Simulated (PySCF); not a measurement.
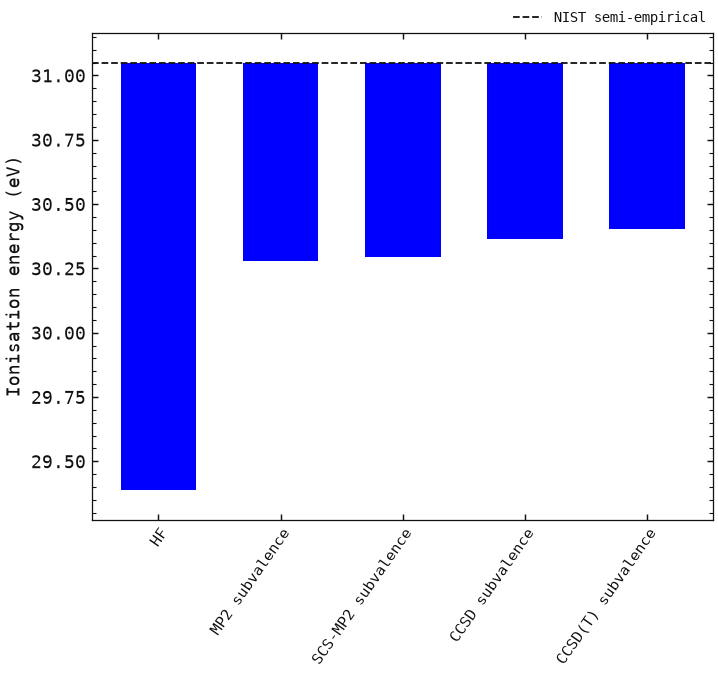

The ionisation energy of an atom or ion with 52 electrons in the configuration [Kr] 4d¹⁰ 5s² 5p⁴ by several methods. PySCF, ANO-RCC-VTZP, spin-free X2C-1e, unrestricted single determinants, no spin-orbit coupling. Methods marked “subvalence” freeze 28 core electrons.

Which atom or ion is it?

Answer. Xe III (Xe²⁺). The values run from 29.39 eV (HF) to 30.40 eV (CCSD(T) subvalence). The NIST semi-empirical value is 31.05 ± 0.04 eV; nearest to it come CCSD(T) subvalence (−0.65) and CCSD subvalence (−0.68), furthest HF (−1.66 eV). These values lack spin-orbit coupling; with the first-order correction of +0.45 eV added, CCSD(T) subvalence comes nearest (−0.20).
